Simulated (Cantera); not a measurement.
A closed system holds: 1 mol Fe2O3, 0.017 mol HCl, 1.3 mol N2, equilibrated at 170000 Pa.

Cantera equilibrium calculation (NASA polynomials, part measured and part estimated; ideal gas, pure solids and liquids). Candidate condensed phases: Fe, FeCl2, FeCl3, FeO, Fe(OH)2, Fe(OH)3, Fe2O3, Fe3O4, H2O, NH4Cl; 37 gas species. Mutual solubility and eutectic melting of coexisting phases are not modelled. Equilibrium is a limit: real reactors are often held back by kinetics, nucleation or transport.

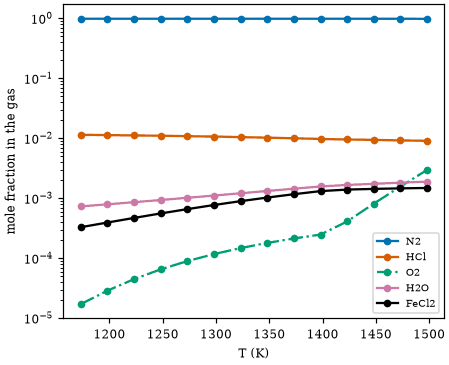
Figure: Equilibrium gas composition (values under 1e-9 drawn at 1e-9)

Question: Read off the mole fractions at 1323 K.

Answer: N2 about 0.99, HCl about 0.010, H2O about 0.0012, FeCl2 about 0.00090, O2 about 0.00015.
